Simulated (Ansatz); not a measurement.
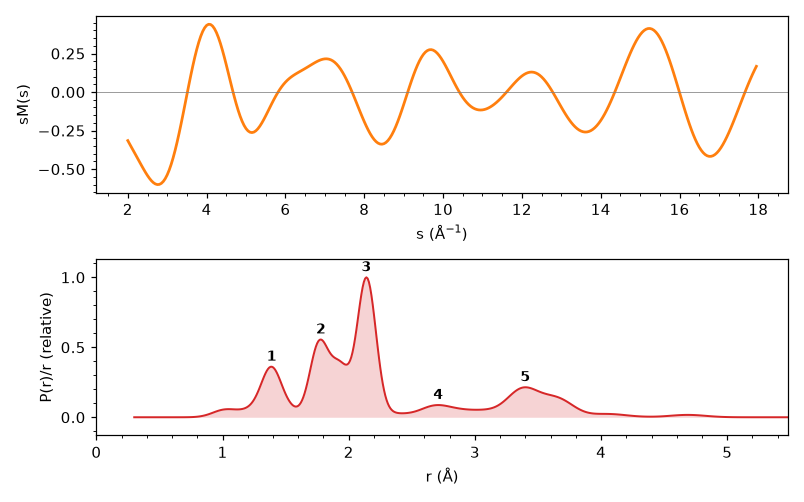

Simulated gas electron diffraction: reduced molecular intensity sM(s) from the Debye equation in the first Born approximation (top) and the radial distribution curve (bottom) of BH₄NSSi. Each pair of atoms contributes with weight ZᵢZⱼ/r; damping constant 0.0015 Å²; vibrational amplitudes assumed, not computed: 0.05 Å for bonds, 0.078 Å for bonds to H, 0.06 + 0.015 r up to 0.15 Å for other pairs. The geometry is the end point of an optimisation (RKS PBE0-D4/6-31G* in Ansatz 0.2.0); it may be a saddle point or a higher isomer.

> Which pairs of atoms lie under the numbered peaks? Mark bonded pairs by – and others by ···.

Peak 1, 1.39 Å: S–H 1.35 Å, N–B 1.39 Å, Si–H 1.48 Å, not resolved
Peak 2, 1.78 Å: Si–N 1.77 Å, Si–B 1.93 Å, not resolved
Peak 3, 2.14 Å: S–Si 2.14 Å
Peak 4, 2.71 Å: Si···H 2.66–2.69 Å (×2), N···H 2.74 Å, S···H 2.88 Å, not resolved
Peak 5, 3.40 Å: S···N 3.37 Å, S···B 3.66 Å, not resolved
